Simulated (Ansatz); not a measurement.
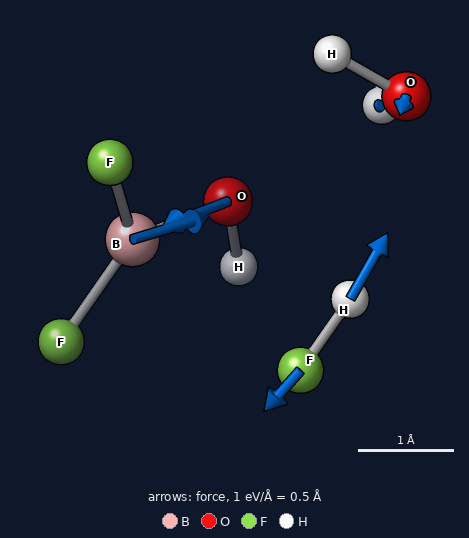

Starting geometry of BH₄O₂F₃ with the computed forces as blue arrows. A ball-and-stick model, seen from a free direction.

The run prepares an end point of a later path (reaction) calculation, from a guessed geometry.

The calculation used RKS PBE/def2-SVP (Ansatz 0.2.0). (no spin polarisation; force threshold 0.03 eV/Å; at most 50 steps)

Q: Is this structure relaxed? If not, where do the atoms go?

A: It isn't relaxed: the largest force vector, on the B atom, is 2.14 eV/Å. The final displacements have little in common with the starting forces (cosine between the two patterns 0.26). Over 28 accepted moves (30 points after the start) the energy falls by 22.7 kcal/mol. The largest force component goes from 2 to 0.021 eV/Å. The line search rejected the trial steps at points 11, 19 of the run. The forces were under the threshold at step 23, but the run went on from there. An H atom moves most after the best rigid fit: 0.94 Å. By element the largest moves are H 0.94 Å, F 0.79 Å, B 0.53 Å, O 0.45 Å. Some distances before and after: B–F 2.704 → 1.413 Å, H–O 2.254 → 0.990 Å, H–O 2.266 → 1.042 Å, F–H 0.921 → 1.857 Å. New bonds form: B–F (2.70 → 1.41 Å), H–O (2.25 → 0.99 Å), H–O (2.27 → 1.04 Å). Bonds break: F–H (0.92 → 1.86 Å), H–O (0.98 → 1.53 Å). Bond angles that change, for instance: O–B–F 121.7° → 105.0°, O–B–F 117.4° → 103.9°, F–B–F 120.6° → 117.4°.
